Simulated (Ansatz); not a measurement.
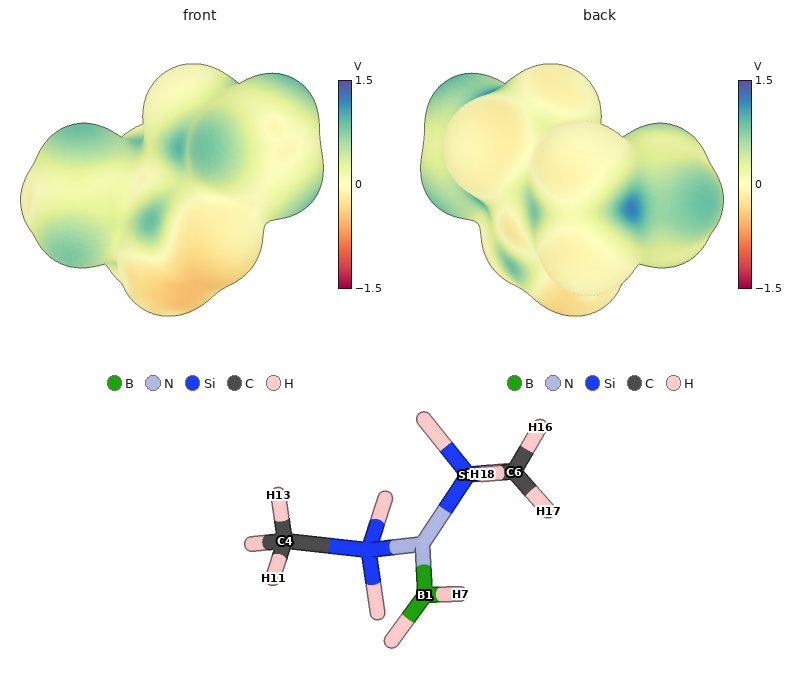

The picture shows: C$_{2}$H$_{12}$BNSi$_{2}$ (SMILES BN([SiH2]C)[SiH2]C). The molecular electrostatic potential painted on the density surface at 0.002 e/bohr³, seen from the front and from behind; red is negative and blue positive. The bare structure is drawn below in the same view.

Geometry: PBE0-D4/def2-TZVP.

Computed with Ansatz, RKS PBE0-D4/def2-TZVPP.

```csv
atom,x (Å),y (Å),z (Å)
B,-0.2572,-1.6747,-0.1368
N,0.2037,-0.3920,0.2035
Si,1.7241,0.1359,-0.5098
C,1.5224,0.5209,-2.3192
Si,-0.6558,0.7120,1.2650
C,-2.3401,0.0815,1.7344
H,-1.2953,-2.0959,0.2894
H,0.4046,-2.3592,-0.8729
H,2.7507,-0.9177,-0.3064
H,2.1374,1.3590,0.2340
H,1.2002,-0.3679,-2.8667
H,2.4675,0.8628,-2.7490
H,0.7761,1.3051,-2.4666
H,0.1694,0.9413,2.4824
H,-0.7703,2.0177,0.5559
H,-2.8341,0.8253,2.3656
H,-2.2772,-0.8533,2.2944
H,-2.9636,-0.0891,0.8546
```

**Which sites attract a positive test charge, and which a negative one?**

A positive charge is drawn to the negative regions and a negative charge to the positive ones. The most negative region (about −0.5 V) lies over H8, the most positive (about +1.1 V) over Si3 and Si5.
